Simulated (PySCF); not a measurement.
# C₂H₆OS₂Si: geometry, spin-spin couplings

Aim: predict the spin-spin couplings of C₂H₆OS₂Si (`C1O[SiH2]SCS1`).

The runs use PySCF 2.14.0, with density-fitted response routines of our own; the level of theory stands in each step. All values are computed, except where a source is named. Atoms are numbered from 0 throughout.

### 1 Starting geometry

12 atoms, charge 0, multiplicity 1; geometry from: GFN2-xTB. The atoms were then displaced at random by about 0.01 Å, so the start is not that level's minimum.

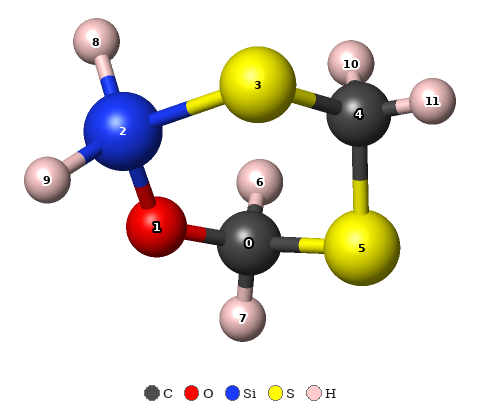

The starting geometry (carbon dark grey, oxygen red, silicon blue, sulfur yellow, hydrogen pink), atoms numbered.

### 2 Optimising the geometry at PBE0-D3(BJ)/def2-SVP

Job settings and geometry (Å):

```
{"job": {"xc": "PBE0", "basis": "def2-SVP", "d3": "d3bj", "grid": 1, "shake": 0.01, "kind": "geom"}, "charge": 0, "multiplicity": 1}
C     -1.160220    -0.937940     0.293090
O     -1.386060     0.437960     0.164230
Si    -0.424540     1.590820    -0.443510
S      1.655250     1.211490     0.187720
C      1.547630    -0.625020     0.200810
S      0.279280    -1.327860     1.290260
H     -1.049150    -1.392570    -0.689390
H     -2.018440    -1.342810     0.807940
H     -0.410430     1.533880    -1.873890
H     -0.897240     2.769110     0.244640
H      1.388400    -0.990880    -0.792410
H      2.515220    -0.954470     0.601470
```

Command:

```bash
$ OMP_NUM_THREADS=1 python probes_run.py task.json out
```

One launch serves the whole session: the jobs run in the order shown.

The log of the run:

```text
step   0  E = -1239.94131634  max force = 0.034544
step   1  E = -1239.95011609  max force = 0.004650
step   2  E = -1239.95068027  max force = 0.002405
step   3  E = -1239.95100516  max force = 0.002862
step   4  E = -1239.95119945  max force = 0.002233
step   5  E = -1239.95133490  max force = 0.001349
step   6  E = -1239.95137556  max force = 0.000584
step   7  E = -1239.95138516  max force = 0.000119
optimisation converged
```

Wall time 50 s (1 thread of Arm Neoverse V2, shared host); peak memory 0.5 GiB.

Relaxation path:

| step | energy from step 0 (eV) | largest force component (eV/Å) |
| --- | --- | --- |
| 0 | 0.0000 | 1.7763 |
| 1 | -0.2395 | 0.2391 |
| 2 | -0.2548 | 0.1237 |
| 3 | -0.2636 | 0.1472 |
| 4 | -0.2689 | 0.1148 |
| 5 | -0.2726 | 0.0694 |
| 6 | -0.2737 | 0.0300 |
| 7 | -0.2740 | 0.0061 |

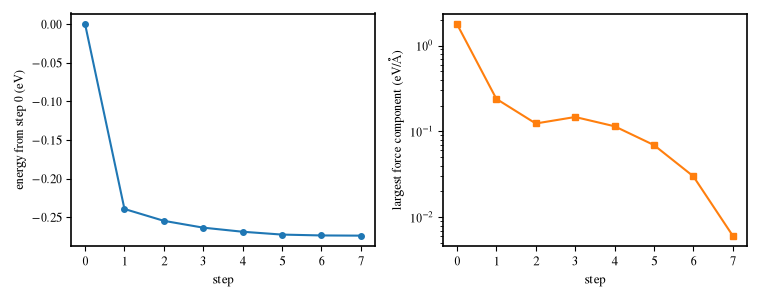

Energy and largest force along the relaxation.

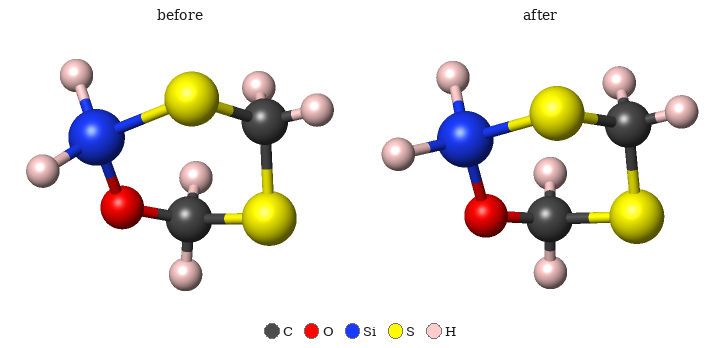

The geometry before (left) and after (right).

Close pairs (by a distance rule), those that changed most:

| bond | before (Å) | after (Å) | change (Å) |
| --- | --- | --- | --- |
| Si2–S3 | 2.206 | 2.137 | -0.070 |
| Si2–H8 | 1.432 | 1.497 | +0.065 |
| O1–Si2 | 1.620 | 1.672 | +0.053 |
| Si2–H9 | 1.444 | 1.482 | +0.038 |
| C4–H10 | 1.070 | 1.103 | +0.032 |
| C0–S5 | 1.794 | 1.821 | +0.027 |
| C0–H7 | 1.080 | 1.101 | +0.021 |
| C0–H6 | 1.088 | 1.108 | +0.019 |

The final coordinates are the input of the step that follows.

```csv
at the end point,value
point group (found at 0.08 Å tolerance),C1
"rotational constants (GHz, main isotopes)","2.633, 1.965, 1.220"
dipole moment (D),1.97
```

### 3 Indirect couplings: B3LYP/cc-pVTZ

Job settings and geometry (Å):

```
{"job": {"kind": "j", "xc": "B3LYP", "basis": "cc-pVTZ"}, "charge": 0, "multiplicity": 1}
C     -1.194034    -0.902822     0.254494
O     -1.421091     0.468179     0.323468
Si    -0.354124     1.554411    -0.368139
S      1.588295     1.224359     0.458475
C      1.539636    -0.605275     0.248771
S      0.262539    -1.476538     1.185270
H     -1.089920    -1.240951    -0.795063
H     -2.046555    -1.433962     0.704401
H     -0.340416     1.294698    -1.841889
H     -0.802293     2.929809    -0.045453
H      1.470787    -0.859607    -0.821812
H      2.505577    -0.975824     0.618256
```

Method: B3LYP/cc-pVTZ indirect spin-spin coupling, non-relativistic, gas phase.

The log of the run:

```text
coarse grid: 11856 points
cycle   1  E = -1241.0280849536  dE =  6.945e-01  |g| = 7.368e-01  |ddm| = 6.585e+00
cycle   2  E = -1240.8037147731  dE =  2.244e-01  |g| = 1.322e+00  |ddm| = 2.316e+00
cycle   3  E = -1241.1209034460  dE = -3.172e-01  |g| = 1.302e-01  |ddm| = 1.526e+00
cycle   4  E = -1241.1240707048  dE = -3.167e-03  |g| = 6.217e-02  |ddm| = 2.711e-01
cycle   5  E = -1241.1250807093  dE = -1.010e-03  |g| = 1.455e-02  |ddm| = 1.083e-01
cycle   6  E = -1241.1251341568  dE = -5.345e-05  |g| = 4.288e-03  |ddm| = 2.658e-02
cycle   7  E = -1241.1251383070  dE = -4.150e-06  |g| = 1.230e-03  |ddm| = 7.046e-03
final grid: 101280 points
cycle   8  E = -1241.1294624087  dE = -4.571e-05  |g| = 4.267e-03  |ddm| = 6.930e-02
cycle   9  E = -1241.1294593773  dE =  3.031e-06  |g| = 5.752e-03  |ddm| = 1.455e-02
cycle  10  E = -1241.1294662576  dE = -6.880e-06  |g| = 6.703e-04  |ddm| = 8.055e-03
cycle  11  E = -1241.1294663451  dE = -8.758e-08  |g| = 2.551e-04  |ddm| = 1.051e-03
cycle  12  E = -1241.1294663569  dE = -1.179e-08  |g| = 1.081e-04  |ddm| = 4.292e-04
cycle  13  E = -1241.1294663596  dE = -2.671e-09  |g| = 2.018e-05  |ddm| = 1.540e-04
cycle  14  E = -1241.1294663597  dE = -1.041e-10  |g| = 5.738e-06  |ddm| = 3.788e-05
converged SCF energy = -1241.1294663597

Indirect spin-spin couplings (Hz)
  i      j    bonds     total        FC       PSO       DSO        SD
  0 C    1 O    1     26.444    25.716     0.892    -0.164         -
  0 C    2 Si   2      2.316     2.095     0.197     0.010     0.014
  0 C    3 S    3      0.368     0.410    -0.038    -0.004         -
  0 C    4 C    2     -0.566    -0.515    -0.105     0.054         -
  0 C    5 S    1    -16.525   -16.012    -0.565     0.052         -
  0 C    6 H    1    144.948   143.585     0.177     1.186         -
  0 C    7 H    1    150.835   149.549     0.180     1.106         -
  0 C    8 H    3      0.686     0.659    -0.000     0.027         -
  0 C    9 H    3      4.846     5.049     0.266    -0.469         -
  0 C   10 H    3      2.633     2.554    -0.172     0.251         -
  0 C   11 H    3      6.950     7.148     0.197    -0.395         -
  1 O    2 Si   1    -28.444   -22.226    -6.772     0.069     0.484
  1 O    4 C    3     -1.099    -1.118     0.032    -0.013         -
  1 O    6 H    2     -1.692    -1.258    -0.461     0.027         -
  1 O    7 H    2     -9.379    -8.940    -0.446     0.007         -
  1 O    8 H    2     -3.933    -4.226     0.203     0.089         -
  1 O    9 H    2    -14.247   -14.353     0.027     0.080         -
  1 O   10 H    4     -0.741    -0.657    -0.101     0.017         -
  2 Si   3 S    1     23.043    19.877     4.522    -0.022    -1.334
  2 Si   4 C    2      1.151     0.971     0.143    -0.035     0.071
  2 Si   5 S    3     -1.441    -1.377    -0.044     0.003    -0.023
  2 Si   6 H    3     -2.230    -2.246     0.053    -0.039     0.002
  2 Si   7 H    3    -10.970   -10.827    -0.393     0.353    -0.103
  2 Si   8 H    1   -186.309  -186.937     1.077    -0.406    -0.043
  2 Si   9 H    1   -209.923  -210.522     1.086    -0.374    -0.113
  2 Si  10 H    3     -2.526    -2.631     0.176    -0.130     0.058
  2 Si  11 H    3     -6.372    -6.525    -0.141     0.287     0.007
  3 S    4 C    1    -16.063   -17.140     1.026     0.051         -
  3 S    6 H    4      0.289     0.304     0.028    -0.043         -
  3 S    8 H    2      2.037     2.352    -0.268    -0.047         -
  3 S    9 H    2      8.379     8.654    -0.230    -0.045         -
  3 S   10 H    2      1.278     1.151     0.137    -0.010         -
  3 S   11 H    2      5.799     5.546     0.256    -0.003         -
  4 C    5 S    1    -18.332   -17.794    -0.587     0.049         -
  4 C    6 H    3      3.473     3.367    -0.113     0.219         -
  4 C    7 H    3      6.841     7.032     0.224    -0.415         -
  4 C    8 H    3      2.023     1.997    -0.058     0.085         -
  4 C    9 H    3      3.160     3.432     0.127    -0.398         -
  4 C   10 H    1    143.762   142.122     0.545     1.096         -
  4 C   11 H    1    142.639   140.999     0.612     1.029         -
  5 S    6 H    2      0.731     1.074    -0.331    -0.013         -
  5 S    7 H    2      8.055     8.191    -0.128    -0.008         -
  5 S    8 H    4      0.210     0.217     0.047    -0.054         -
  5 S    9 H    4      0.277     0.350     0.023    -0.096         -
  5 S   10 H    2      0.620     0.698    -0.062    -0.017         -
  5 S   11 H    2      6.418     6.347     0.079    -0.009         -
  6 H    7 H    2    -10.508   -10.881     1.900    -1.528         -
  6 H    8 H    4      0.438    -0.150    -0.886     1.473         -
  6 H    9 H    4     -1.148    -0.392     0.927    -1.684         -
  6 H   10 H    4      0.953     0.261    -1.494     2.186         -
  6 H   11 H    4     -0.637    -0.384     0.912    -1.164         -
  7 H    8 H    4     -0.416    -0.229     1.043    -1.230         -
  7 H   10 H    4     -0.580    -0.309     1.005    -1.276         -
  7 H   11 H    4      1.564     2.167     1.309    -1.912         -
  8 H    9 H    2     18.363    19.548     0.639    -1.824         -
  8 H   10 H    4      0.797     0.216    -0.896     1.477         -
  8 H   11 H    4     -0.627    -0.337     0.802    -1.093         -
  9 H   10 H    4     -1.181    -0.279     0.667    -1.568         -
  9 H   11 H    4      2.748     3.501     0.927    -1.680         -
 10 H   11 H    2    -12.990   -13.694     2.138    -1.434         -
```

Run time: 56 s. Hardware: 1 thread of Arm Neoverse V2, shared host; peak memory 1.2 GiB.

This basis has no tight s functions, so the Fermi-contact terms are rough.

A choice of the couplings up to four bonds, sorted by the number of bonds, with means over like pairs; isotopes 13C, 1H, 17O, 33S, 29Si:

```
   pair  bonds  J (Hz)  Fermi contact (Hz)
 Si2–H8      1  -198.1              -198.7
  C0–H6      1   147.9               146.6
 C4–H10      1   143.2               141.6
 O1–Si2      1   -28.4               -22.2
  C0–O1      1    26.4                25.7
 Si2–S3      1    23.0                19.9
  C4–S5      1   -18.3               -17.8
  C0–S5      1   -16.5               -16.0
  S3–C4      1   -16.1               -17.1
  H8–H9      2    18.4                19.5
H10–H11      2   -13.0               -13.7
  H6–H7      2   -10.5               -10.9
  O1–H8      2    -9.1                -9.3
  O1–H6      2    -5.5                -5.1
  S3–H8      2     5.2                 5.5
  S5–H6      2     4.4                 4.6
 S3–H10      2     3.5                 3.3
 S5–H10      2     3.5                 3.5
 Si2–H6      3    -6.6                -6.5
  C4–H6      3     5.2                 5.2
 C0–H10      3     4.8                 4.9
Si2–H10      3    -4.4                -4.6
  C0–H8      3     2.8                 2.9
  C4–H8      3     2.6                 2.7
 Si2–S5      3    -1.4                -1.4
  O1–C4      3    -1.1                -1.1
 H8–H10      4     1.8                 1.9
 H6–H10      4     1.3                 1.2
```

Means hide unlike values in this fixed geometry: O1–H8 from -14.2 to -3.9 Hz; O1–H6 from -9.4 to -1.7 Hz; S3–H8 from 2.0 to 8.4 Hz. They hold only if the pairs exchange fast.

The spin-dipole term was solved for some atoms only; pairs without it lack that part.

The response was solved for the nuclei of C, H, Si alone, so couplings that need other nuclei can be missing.

Quadrupole couplings from the field gradients of the same density:

```csv
atom,isotope,eQq/h (MHz),η
S5,33S,44.4,0.56
S3,33S,33.8,0.88
O1,17O,-9.609,0.48
```

### 4 Indirect couplings: B3LYP/6-31G*

Same as in step 3 but for these lines:

```diff
@@ -1,2 +1,2 @@
-{"job": {"kind": "j", "xc": "B3LYP", "basis": "cc-pVTZ"}, "charge": 0, "multiplicity": 1}
+{"job": {"kind": "j", "xc": "B3LYP", "basis": "6-31G*"}, "charge": 0, "multiplicity": 1}
 C     -1.194034    -0.902822     0.254494
```

With the program's defaults for keys left out, this is: B3LYP/6-31G* indirect spin-spin coupling, non-relativistic, gas phase.

The log of the run:

```text
coarse grid: 11856 points
cycle   1  E = -1240.9484452028  dE =  7.207e-01  |g| = 6.826e-01  |ddm| = 3.479e+00
cycle   2  E = -1240.7610310781  dE =  1.874e-01  |g| = 1.198e+00  |ddm| = 1.709e+00
cycle   3  E = -1241.0399484757  dE = -2.789e-01  |g| = 1.097e-01  |ddm| = 1.180e+00
cycle   4  E = -1241.0427267149  dE = -2.778e-03  |g| = 4.721e-02  |ddm| = 2.206e-01
cycle   5  E = -1241.0434100874  dE = -6.834e-04  |g| = 1.093e-02  |ddm| = 7.490e-02
cycle   6  E = -1241.0434406994  dE = -3.061e-05  |g| = 3.031e-03  |ddm| = 1.509e-02
cycle   7  E = -1241.0434431009  dE = -2.402e-06  |g| = 6.153e-04  |ddm| = 3.886e-03
final grid: 101280 points
cycle   8  E = -1240.9536252672  dE = -1.285e-05  |g| = 3.888e-03  |ddm| = 1.429e-02
cycle   9  E = -1240.9536220474  dE =  3.220e-06  |g| = 5.434e-03  |ddm| = 7.647e-03
cycle  10  E = -1240.9536289959  dE = -6.949e-06  |g| = 4.651e-04  |ddm| = 4.495e-03
cycle  11  E = -1240.9536290482  dE = -5.228e-08  |g| = 1.659e-04  |ddm| = 7.329e-04
cycle  12  E = -1240.9536290544  dE = -6.166e-09  |g| = 4.739e-05  |ddm| = 2.157e-04
cycle  13  E = -1240.9536290549  dE = -5.593e-10  |g| = 1.370e-05  |ddm| = 7.354e-05
converged SCF energy = -1240.9536290549

Indirect spin-spin couplings (Hz)
  i      j    bonds     total        FC       PSO       DSO        SD
  0 C    1 O    1     13.210    12.728     0.653    -0.172         -
  0 C    2 Si   2      2.134     1.904     0.218     0.010     0.003
  0 C    3 S    3      0.217     0.242    -0.022    -0.004         -
  0 C    4 C    2     -0.814    -0.809    -0.059     0.055         -
  0 C    5 S    1     -9.068    -8.599    -0.520     0.052         -
  0 C    6 H    1    166.241   164.982     0.026     1.233         -
  0 C    7 H    1    168.646   167.504    -0.018     1.160         -
  0 C    8 H    3      0.681     0.668    -0.017     0.031         -
  0 C    9 H    3      4.504     4.799     0.169    -0.464         -
  0 C   10 H    3      2.702     2.579    -0.132     0.255         -
  0 C   11 H    3      7.419     7.678     0.131    -0.390         -
  1 O    2 Si   1    -19.098   -13.729    -5.779     0.072     0.338
  1 O    4 C    3     -1.183    -1.193     0.024    -0.014         -
  1 O    6 H    2     -2.976    -2.648    -0.338     0.010         -
  1 O    7 H    2     -9.842    -9.519    -0.319    -0.004         -
  1 O    8 H    2     -4.623    -4.889     0.185     0.081         -
  1 O    9 H    2    -12.563   -12.679     0.039     0.076         -
  1 O   10 H    4     -0.635    -0.548    -0.098     0.011         -
  2 Si   3 S    1     14.781    11.592     4.470    -0.022    -1.259
  2 Si   4 C    2      1.165     1.018     0.119    -0.035     0.062
  2 Si   5 S    3     -1.065    -0.993    -0.054     0.003    -0.021
  2 Si   6 H    3     -1.329    -1.438     0.144    -0.042     0.006
  2 Si   7 H    3     -9.053    -9.079    -0.217     0.350    -0.107
  2 Si   8 H    1   -208.575  -208.875     1.191    -0.433    -0.458
  2 Si   9 H    1   -230.250  -230.454     1.140    -0.403    -0.533
  2 Si  10 H    3     -1.799    -1.879     0.144    -0.131     0.066
  2 Si  11 H    3     -5.786    -5.973    -0.110     0.284     0.012
  3 S    4 C    1    -10.002   -11.083     1.030     0.051         -
  3 S    6 H    4      0.346     0.340     0.047    -0.042         -
  3 S    8 H    2      1.995     2.223    -0.183    -0.045         -
  3 S    9 H    2      7.495     7.721    -0.183    -0.043         -
  3 S   10 H    2      0.547     0.472     0.082    -0.007         -
  3 S   11 H    2      4.311     4.179     0.132     0.000         -
  4 C    5 S    1    -11.398   -10.993    -0.455     0.050         -
  4 C    6 H    3      3.676     3.530    -0.077     0.222         -
  4 C    7 H    3      7.336     7.583     0.162    -0.409         -
  4 C    8 H    3      2.079     2.044    -0.053     0.088         -
  4 C    9 H    3      3.372     3.691     0.074    -0.393         -
  4 C   10 H    1    163.118   161.598     0.377     1.144         -
  4 C   11 H    1    162.122   160.650     0.388     1.083         -
  5 S    6 H    2      0.101     0.494    -0.383    -0.010         -
  5 S    7 H    2      6.360     6.531    -0.166    -0.005         -
  5 S    8 H    4      0.191     0.223     0.021    -0.053         -
  5 S    9 H    4      0.159     0.244     0.009    -0.095         -
  5 S   10 H    2     -0.067     0.107    -0.160    -0.014         -
  5 S   11 H    2      4.751     4.772    -0.015    -0.006         -
  6 H    7 H    2    -13.095   -12.720     1.035    -1.411         -
  6 H    8 H    4      0.797     0.002    -0.681     1.476         -
  6 H    9 H    4     -1.506    -0.397     0.554    -1.663         -
  6 H   10 H    4      1.383     0.308    -1.114     2.189         -
  6 H   11 H    4     -1.004    -0.435     0.573    -1.143         -
  7 H    8 H    4     -0.756    -0.237     0.691    -1.210         -
  7 H    9 H    4     -0.533     0.209     0.718    -1.459         -
  7 H   10 H    4     -0.968    -0.368     0.654    -1.254         -
  7 H   11 H    4      1.381     2.394     0.878    -1.891         -
  8 H    9 H    2     19.297    20.930     0.118    -1.751         -
  8 H   10 H    4      1.106     0.286    -0.658     1.478         -
  8 H   11 H    4     -0.919    -0.341     0.497    -1.075         -
  9 H   10 H    4     -1.546    -0.347     0.349    -1.549         -
  9 H   11 H    4      2.311     3.404     0.569    -1.662         -
 10 H   11 H    2    -16.290   -16.133     1.163    -1.321         -
```

Run time: 12 s. Hardware: 1 thread of Arm Neoverse V2, shared host; peak memory 0.71 GiB.

This basis has no tight s functions, so the Fermi-contact terms are rough.

This run: J(Si2,H8) -219.4 Hz, J(C0,H6) 167.4 Hz, J(C4,H10) 162.6 Hz (means over like pairs).

### 5 Side by side: spin-spin couplings

Couplings (Hz), each a mean over the pairs like the one named, with basis size and wall time:

```csv
run,Si2–H8,C0–H6,C4–H10,O1–Si2,C0–O1,Si2–S3,H8–H9,functions,time
B3LYP/cc-pVTZ,-198.1,147.9,143.2,-28.4,26.4,23.0,18.4,276,56 s
B3LYP/6-31G*,-219.4,167.4,162.6,-19.1,13.2,14.8,19.3,108,12 s
```

### 6 Outcome

```
                                     quantity                                              value
                                  point group                                                 C1
         rotational constants (main isotopes)                               2.63, 1.96, 1.22 GHz
largest coupling of the table (B3LYP/cc-pVTZ)  ¹J(Si,H) Si2–H8, -198.1 Hz (mean over like pairs)
     range of J(Si2,H8), mean over like pairs                                -219.4 to -198.1 Hz
```

In words: The start of the PBE0/def2-SVP relaxation was shaken at random by about 0.01 Å, so part of the energy gained, and of the first lengths quoted, undoes that. Relaxing lowered the energy by 0.274 eV in 7 steps; the close pair that moved most is Si2–S3, from 2.206 to 2.137 Å. No frequency check was run at this level, so the end point may be a saddle. In the run at B3LYP/cc-pVTZ, the largest coupling of the table is Si2–H8 (mean over like pairs), -198.1 Hz, of which the Fermi-contact term gives -198.7 Hz. Couplings across rotatable bonds belong to this one conformer; where others are populated, the observed values are averages. The coupling Si2–H8, as a mean over pairs of its kind, runs from -219.4 Hz (B3LYP/6-31G*) to -198.1 Hz (B3LYP/cc-pVTZ). Couplings from bases without tight functions are rough.
